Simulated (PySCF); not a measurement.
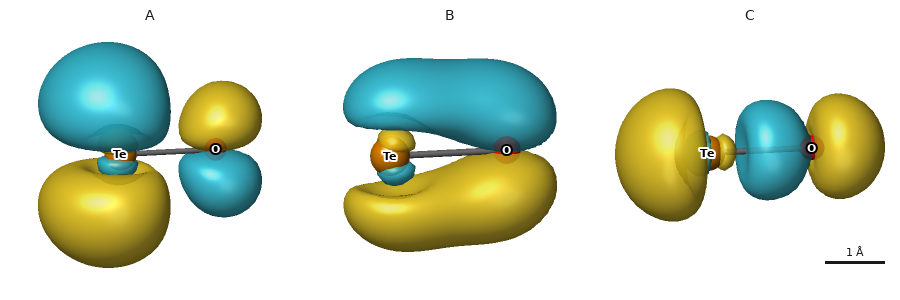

TeO (triplet). Three frontier β-spin orbitals, each drawn at the value that holds 80 % of its norm (yellow and cyan are the two phases), in no order; of a degenerate pair one member is drawn.

Core potentials replace the inner electrons of Te.

The calculation used PySCF, PBE0/aug-cc-pVDZ(-PP), non-relativistic Hamiltonian with scalar-relativistic core potentials where named, at a bond length of 1.846 Å.

### Label each orbital by symmetry, say whether it is occupied, and order them by energy.

Orbital C: σ, occupied in this spin, −10.18 eV; shared between the atoms (Te 40 %, O 60 %).
Orbital B: π, occupied in this spin, −8.88 eV; bonding, with no node between the atoms.
Orbital A: π, empty in this spin, −3.66 eV; mainly on Te (70 %).
